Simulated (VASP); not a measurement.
Band structure of BaF2 (space group Fm-3m). Calculation: PBE GGA, VASP's PBE PAW potentials (set 64) (plane waves; VASP 6.6.1).

Unless said otherwise, spin-orbit coupling is left out, though it shifts the bands of the heavy elements here.

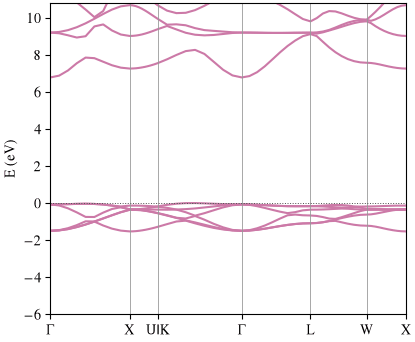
Bands along high-symmetry lines, zero at the valence-band maximum or, without a gap, the Fermi level

Question: Read the plot: is there a gap, and where are the band edges?

Answer: The gap is indirect, 6.78 eV, from the valence maximum at K-Γ at 0.44 to the conduction minimum at Γ.

The structure is a typed BaF2 crystal (Fm-3m). The cell was not relaxed at this level.
